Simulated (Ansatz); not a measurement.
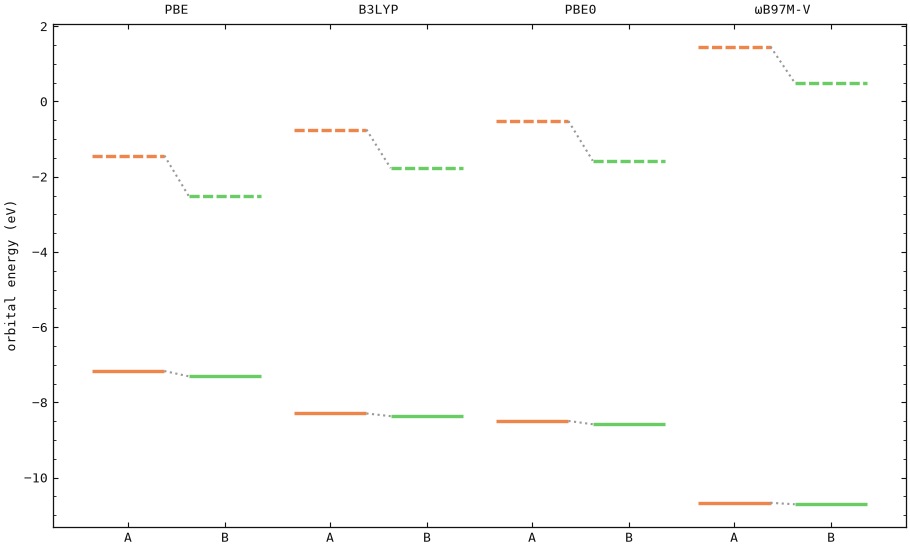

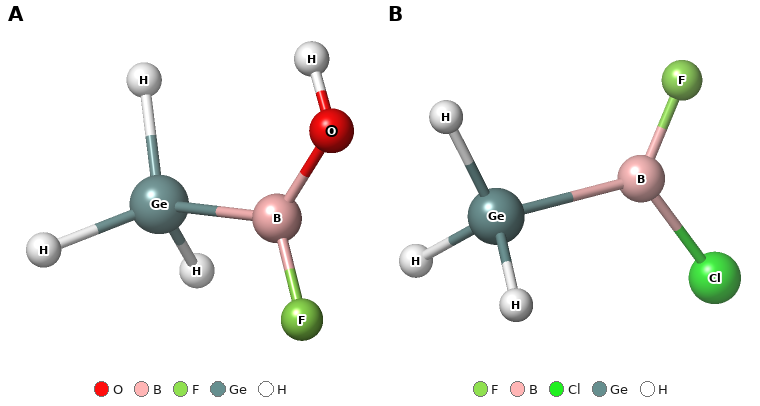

One change: A, BGeH₄OF (SMILES O[B](F)[GeH3]), becomes B, BGeH₃ClF (SMILES F[B](Cl)[GeH3]). OH on B is replaced by Cl. HOMO (solid) and LUMO (dashed) computed in def2-TZVPP at PBE0-D4/def2-TZVP geometries, both minima by their frequencies, gas phase, the Ansatz code. Empty levels above zero depend strongly on the basis.

### What does the change do to HOMO and LUMO?

PBE: the HOMO falls by 0.14 eV, the LUMO falls by 1.07 eV, and the separation goes from 5.73 to 4.80 eV. B3LYP: the HOMO falls by 0.07 eV, the LUMO falls by 1.03 eV, and the separation goes from 7.55 to 6.59 eV. PBE0: the HOMO falls by 0.09 eV, the LUMO falls by 1.05 eV, and the separation goes from 7.97 to 7.01 eV. ωB97M-V: the HOMO falls by 0.04 eV, the LUMO falls by 0.96 eV, and the separation goes from 12.13 to 11.21 eV.

### Do the functionals agree on the effect?

They agree on the direction for both levels; the HOMO shift lies between −0.14 and −0.04 eV and the LUMO shift between −1.07 and −0.96 eV, while the separations themselves differ by up to 6.4 eV between functionals.
